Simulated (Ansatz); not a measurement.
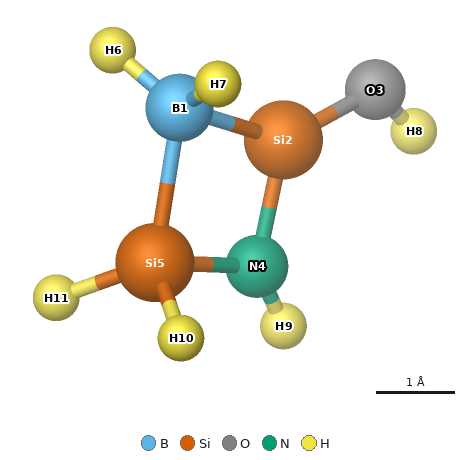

Figure 1. The structure as given in the input (ball-and-stick view, seen at a tilt; atoms are numbered from 1 in the order of the input). Bond lengths as drawn: B–H 1.20 Å, B–Si 1.96 to 2.04 Å, H–N 1.01 Å, H–O 0.96 Å, H–Si 1.49 Å, N–Si 1.67 to 1.81 Å and O–Si 1.62 Å.

## Two runs on BSi$_{2}$NH$_{6}$O

System: BSi$_{2}$NH$_{6}$O.
Method of run 1: RKS SPW92 (LDA)/def2-TZVPP (Ansatz 0.2.0).

The geometry comes from this level: PBE0-D4/def2-TZVP. Text and figures count atoms from 1; the logs count them from 0 in places.

**The input, run 1**
```yaml
crystal:
  periodic: [false, false, false]
  atoms:
    - {symbol: B, position_ang: [-0.717179, 1.346951, 0.101795]}
    - {symbol: Si, position_ang: [0.192147, 0.041275, -1.043927]}
    - {symbol: O, position_ang: [0.654628, -0.253709, -2.572120]}
    - {symbol: N, position_ang: [0.545208, -1.095806, 0.130714]}
    - {symbol: Si, position_ang: [-0.225080, -0.113476, 1.438776]}
    - {symbol: H, position_ang: [-1.888549, 1.452901, -0.159265]}
    - {symbol: H, position_ang: [-0.111661, 2.383894, 0.197180]}
    - {symbol: H, position_ang: [1.120715, -1.062261, -2.800607]}
    - {symbol: H, position_ang: [1.000903, -1.993189, 0.173485]}
    - {symbol: H, position_ang: [0.797875, 0.163410, 2.486516]}
    - {symbol: H, position_ang: [-1.303509, -0.926990, 2.068054]}
basis:
  gaussian: {orbitals: def2-TZVPP}
hamiltonian: {xc: lda}
output: {orbitals: {seedname: orbitals}}
```

Hardware: 4 threads of Oxide Virtual Turin-like, 27 GiB of memory available, shared host.

**Output (run 1)**
```
Functional definition: SPW92
  exchange = slater_x
  correlation = pw_c
1405 factors; their error is unknown
mean field evaluation 1: about -19951.9545 eV, gradient 1.0e2 eV
mean field evaluation 2: about -19899.0970 eV, gradient 1.7e2 eV
mean field evaluation 4: about -19970.9453 eV, gradient 2.4e1 eV
mean field evaluation 8: about -19972.4060 eV, gradient 2.0e-1 eV
mean field evaluation 16: about -19972.3675 eV, gradient 4.7e-4 eV
mean field -19972.36754587 eV, -733.9709695537 hartree, gradient 4.1e-5 eV, S^2 0.000000; 0 other end points of the search recorded, 0 dependent functions left out
reference -19972.36759132 eV, -733.9709712239 hartree; 27, 27 occupied and 234, 234 virtual orbitals, 1405 factors
Total energy: -19972.36759132 eV, -733.9709712239 hartree
```

Run 2 used a changed input.

**The two runs side by side**

```tsv
quantity	run 1	run 2
outcome	converged	converged
total energy (hartree)	−733.970971	−737.289556
HOMO (eV)	−6.27	−9.66
LUMO (eV)	−1.96	1.28
basis functions	261	261
wall time (shared host)	1.6 s	2.7 s
```

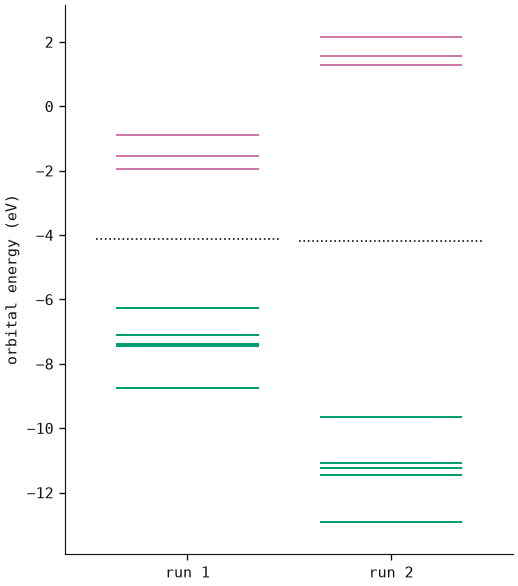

Figure 2. The five highest filled and three lowest empty orbital energies of the two runs; the dotted lines part filled from empty levels. The HOMO–LUMO gap is 4.31 eV in run 1 and 10.94 eV in run 2.

Which change of the input explains these differences?

The change (lines with − go, lines with + come):
```diff
-hamiltonian: {xc: lda}
+hamiltonian: {xc: {name: LC-wPBE}}
```

The total energies belong to different methods, so their difference says nothing on which is more stable or more accurate. The HOMO goes from −6.27 to −9.66 eV. The LUMO goes from −1.96 to 1.28 eV.

**Output (run 2)**
```
Functional definition: LC-wPBE
  parameter omega = 0.4/bohr
  exchange = pbe_x_sr(omega) + exact_x_lr(omega)
  correlation = pbe_c
1405 factors; their error is unknown
483 factors; integrals over basis functions are off by at most 2.8e-5 eV
mean field evaluation 1: about -20055.1952 eV, gradient 6.5e1 eV
mean field evaluation 2: about -20055.9758 eV, gradient 6.3e1 eV
mean field evaluation 4: about -20062.6980 eV, gradient 1.8e0 eV
mean field evaluation 8: about -20062.7059 eV, gradient 1.7e-1 eV
mean field evaluation 16: about -20062.6709 eV, gradient 1.0e-4 eV
mean field -20062.67087242 eV, -737.2895555945 hartree, gradient 2.8e-5 eV, S^2 0.000000; 0 other end points of the search recorded, 0 dependent functions left out
reference -20062.67087242 eV, -737.2895555948 hartree; 27, 27 occupied and 234, 234 virtual orbitals, 1405 factors
Total energy: -20062.67087242 eV, -737.2895555948 hartree
```
